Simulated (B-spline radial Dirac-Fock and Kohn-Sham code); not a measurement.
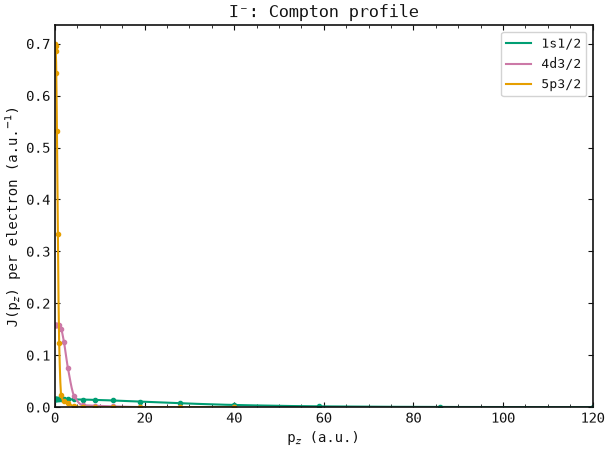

Figure. Compton profiles of the subshells 1s1/2, 4d3/2 and 5p3/2, per electron. System: the ion I⁻ in the configuration [Xe], inside a Watson sphere of charge +1 and radius 2.64 Å that stands in for a crystal. Level of theory: the impulse approximation on Dirac–Fock orbitals (average of configuration); calculated with a B-spline radial atomic code.

What can be read from it?

1s1/2: J(0) = 0.0153, half width 28 a.u., ⟨p⟩ = 49.2 a.u.; 4d3/2: J(0) = 0.159, half width 2.8 a.u., ⟨p⟩ = 4.36 a.u.; 5p3/2: J(0) = 0.700, half width 0.63 a.u., ⟨p⟩ = 1.12 a.u. Of these the tallest at pz = 0 is 5p3/2.
